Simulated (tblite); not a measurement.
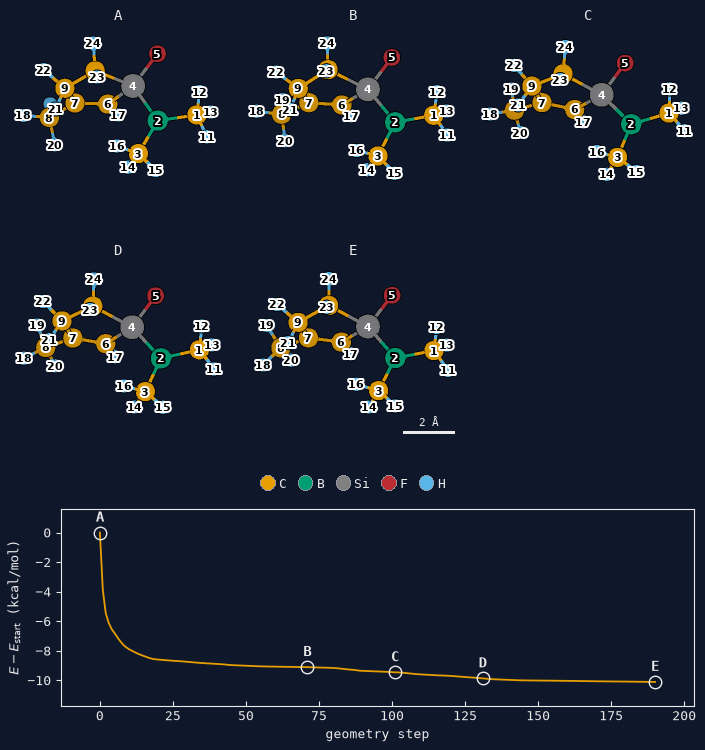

Frames of a relaxation of C7H14BFSi, marked on the history of the run. A ball-and-stick model, seen at a tilt.

Theory: GFN2-xTB geometry optimisation, gas phase (tblite 0.8.0). 

What happens along the run?

An H atom moves most after the best rigid fit: 1.13 Å. Largest moves by element: H 1.13 Å, C 0.34 Å, F 0.27 Å, Si 0.23 Å, B 0.21 Å. Among the contacts that change: C–Si 1.810 → 1.882 Å, C–Si 1.868 → 1.917 Å, B–C 1.600 → 1.571 Å, F–Si 1.678 → 1.650 Å. Among the angles between lasting bonds that change: B–Si–C 111.4° → 120.7°, B–Si–C 111.9° → 120.7°, F–Si–C 111.8° → 105.8°. Groups turn about C–C by about 55°. After 190 geometry steps the energy has fallen by 10.1 kcal/mol. From step 0 to 71: an H atom moves most (0.35 Å), energy −9.11 kcal/mol. From step 71 to 101: an H atom moves most (0.54 Å), energy −0.35 kcal/mol. From step 101 to 131: an H atom moves most (0.40 Å), energy −0.41 kcal/mol. From step 131 to 190: an H atom moves most (0.34 Å), energy −0.24 kcal/mol.

```json
{"step": "0", "E − E(0), kcal/mol": "0.00"}
{"step": "1", "E − E(0), kcal/mol": "-3.87"}
{"step": "2", "E − E(0), kcal/mol": "-5.45"}
{"step": "3", "E − E(0), kcal/mol": "-6.10"}
{"step": "4", "E − E(0), kcal/mol": "-6.52"}
{"step": "5", "E − E(0), kcal/mol": "-6.80"}
{"step": "6", "E − E(0), kcal/mol": "-7.09"}
{"step": "7", "E − E(0), kcal/mol": "-7.36"}
{"step": "8", "E − E(0), kcal/mol": "-7.59"}
{"step": "9", "E − E(0), kcal/mol": "-7.76"}
{"step": "10", "E − E(0), kcal/mol": "-7.89"}
{"step": "19", "E − E(0), kcal/mol": "-8.58"}
{"step": "29", "E − E(0), kcal/mol": "-8.73"}
{"step": "38", "E − E(0), kcal/mol": "-8.86"}
{"step": "48", "E − E(0), kcal/mol": "-8.99"}
{"step": "57", "E − E(0), kcal/mol": "-9.06"}
{"step": "67", "E − E(0), kcal/mol": "-9.09"}
{"step": "76", "E − E(0), kcal/mol": "-9.13"}
{"step": "86", "E − E(0), kcal/mol": "-9.28"}
{"step": "95", "E − E(0), kcal/mol": "-9.39"}
{"step": "105", "E − E(0), kcal/mol": "-9.51"}
{"step": "114", "E − E(0), kcal/mol": "-9.64"}
{"step": "124", "E − E(0), kcal/mol": "-9.76"}
{"step": "133", "E − E(0), kcal/mol": "-9.91"}
{"step": "143", "E − E(0), kcal/mol": "-9.99"}
{"step": "152", "E − E(0), kcal/mol": "-10.02"}
{"step": "162", "E − E(0), kcal/mol": "-10.04"}
{"step": "171", "E − E(0), kcal/mol": "-10.06"}
{"step": "181", "E − E(0), kcal/mol": "-10.09"}
{"step": "190", "E − E(0), kcal/mol": "-10.11"}
```
